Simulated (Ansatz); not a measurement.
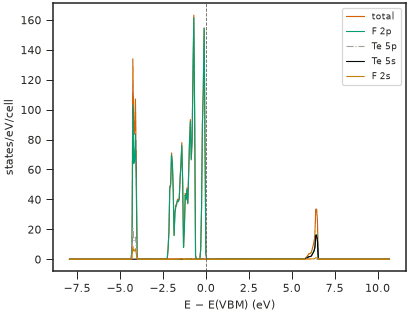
Fig. 1. Total and projected density of states of TeF6 in space group Pnma (No. 62; Pearson symbol oP28), DFT-r²SCAN in the program Ansatz with PAW potentials

Which orbitals carry the states next to the gap?

Top 1 eV of the valence band: F 2p 99 %. Bottom 1 eV of the conduction band: F 2p 49 %, Te 5s 47 %. Projections are on Löwdin-orthogonalised atomic valence shells; empty p or d shells of many metals are not among them.

Where is the tallest occupied peak in this window, and what makes it?

Near -0.7 eV, about 160 states/eV per cell; the largest projected share is F 2p.

The workflow started from a Materials Project entry (that database holds measured and hypothetical structures alike); the Crystallography Open Database copy checked does not list it. Its standing as an ambient phase is unchecked. The cell was relaxed with r²SCAN under the symmetry of its start; whether a distortion lowers the energy is not shown. A crystal of weakly bound molecules computed without a dispersion correction: the cell and the soft elastic constants depend strongly on that. Spin–orbit coupling is left out wherever it is not named.

Potentials: the later of the program's two PAW sets.
